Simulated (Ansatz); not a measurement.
**CHGeO (quartet): the correlation ladder, cc-pVTZ**

How much of the correlation energy of CHGeO (quartet) does each wave-function method recover here?

Method: cc-pVTZ, core rule «outside noble gas», up to 16 orbitals frozen; program: Ansatz 0.2.0, Gaussian basis.

The runs, in order: UHF; CCSD(T) on ROHF; CCSD(T) on UHF; BCCD(T) on ROHF; CCSDT(Q) on ROHF; CCSDT(Q) on UHF.

3 further runs of the same task are left out: 3 set aside as unsound or not needed.

## Step 1: What is computed

The geometry is a PBE0/def2-TZVP stationary point (not a proven minimum) of the parent state, kept for this charge and spin. No spin-orbit coupling is included. The filled d shell of Ge may be among the frozen orbitals whatever the setting's name suggests; the logs give the count.

4 atoms, charge 0, spin multiplicity 4.

Atoms are counted from 1 here; the program's logs count them from 0.

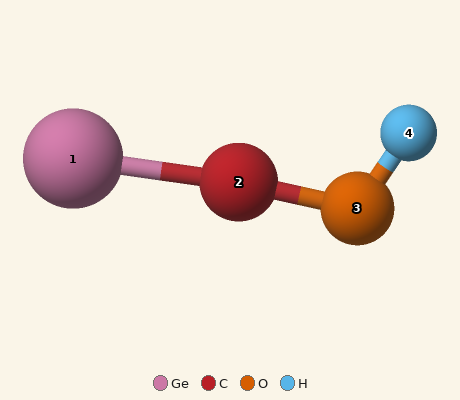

The geometry (germanium pink, carbon red, oxygen orange, hydrogen blue); atoms are numbered from 1 in the order of the file.

## Step 2: UHF

in.yaml

```yaml
crystal:
  periodic: [false, false, false]
  atoms:
    - {symbol: Ge, position_ang: [-0.000004, -0.160430, 2.081234]}
    - {symbol: C, position_ang: [0.000037, -0.167331, 0.306926]}
    - {symbol: O, position_ang: [-0.000016, -0.271400, -0.979246]}
    - {symbol: H, position_ang: [-0.000016, 0.599161, -1.408914]}
basis:
  gaussian: {orbitals: cc-pVTZ}
magnetization: {spin_polarized: true, initial_magnetization: 3}
hamiltonian: {xc: hf}
output: {orbitals: {seedname: orbitals}}
```

Run with:

```
> ansatz run in.yaml --threads 1 --pin off --events-out ev --progress --plain --max-ram 4096MiB --backend cpu
```

Further steps of the session: CCSD(T) on ROHF; CCSD(T) on UHF; BCCD(T) on ROHF; CCSDT(Q) on ROHF; CCSDT(Q) on UHF.

Q: Predict the results of all the runs planned. Wanted: UCCSDT(Q) below the RHF energy; RMP2 from UCCSDT(Q); UMP2 from UCCSDT(Q); RCCSD from UCCSDT(Q); RCCSD(T) from UCCSDT(Q); UCCSD(T) from UCCSDT(Q); RCCSDT(Q) from UCCSDT(Q); T1 diagnostic.

The runs gave:

```
                         quantity                      value
   UCCSDT(Q) below the RHF energy                -12.8723 eV
              RMP2 from UCCSDT(Q)            +28.08 kcal/mol
              UMP2 from UCCSDT(Q)            +29.62 kcal/mol
             RCCSD from UCCSDT(Q)            +13.12 kcal/mol
          RCCSD(T) from UCCSDT(Q)             +1.43 kcal/mol
          UCCSD(T) from UCCSDT(Q)             +1.36 kcal/mol
         RCCSDT(Q) from UCCSDT(Q)             +0.24 kcal/mol
levels within 1 kcal/mol (43 meV)  RCCSDT, UCCSDT, RCCSDT(Q)
                    T1 diagnostic                      0.026
```

What this shows: RCCSD(T) lands +1.43 kcal/mol from the yardstick (0.5 % of the correlation energy). These misses are within one basis, not against nature; the frozen cores of restricted and unrestricted runs differ, which can shift their rows.
